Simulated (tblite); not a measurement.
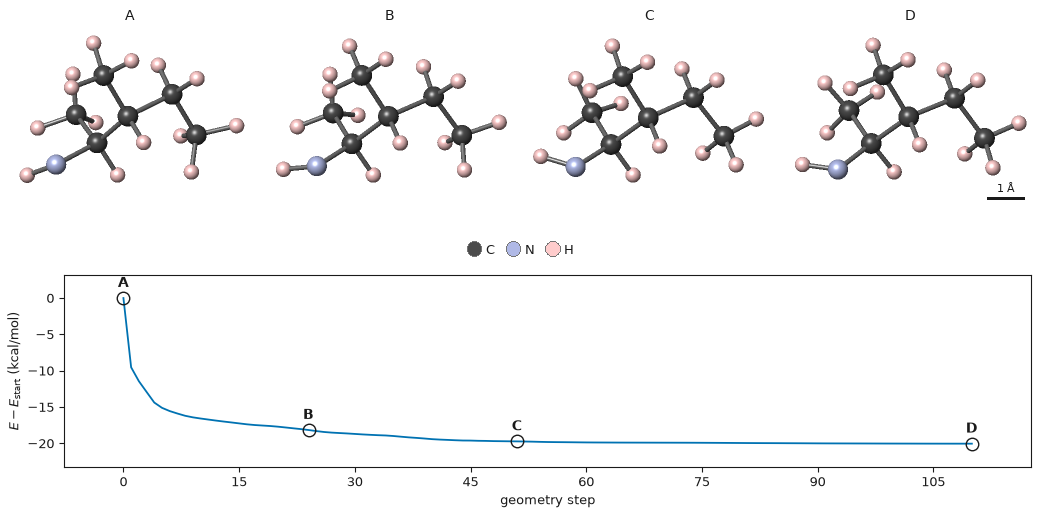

Frames of a relaxation of C₆H₁₄N (multiplicity 2), marked on the history of the run. A ball-and-stick model, seen from a free direction.

All numbers below come from GFN2-xTB geometry optimisation, gas phase in tblite. 

What happens along the run?

The energy falls by 20.0 kcal/mol in 110 geometry steps. An H atom moves most after the best rigid fit: 0.92 Å. By element the largest moves are H 0.92 Å, C 0.24 Å, N 0.14 Å. Near-neighbour distances that change, for instance: C–C 1.470 → 1.566 Å, C–N 1.482 → 1.393 Å, C–C 1.467 → 1.531 Å, C–H 1.124 → 1.087 Å. Among the angles between lasting bonds that change: C–C–N 108.8° → 116.3°, C–C–C 107.6° → 114.2°, C–C–C 116.9° → 110.3°. Groups turn about C–C by about 40°, C–N by about 30°, C–C by about 25°. The run took 0.73 s on 1 thread of Arm Neoverse V1, on a shared host. From step 0 to 24: an H atom moves most (0.36 Å), energy −18.2 kcal/mol. From step 24 to 51: an H atom moves most (0.41 Å), energy −1.56 kcal/mol. From step 51 to 110: an H atom moves most (0.37 Å), energy −0.32 kcal/mol.
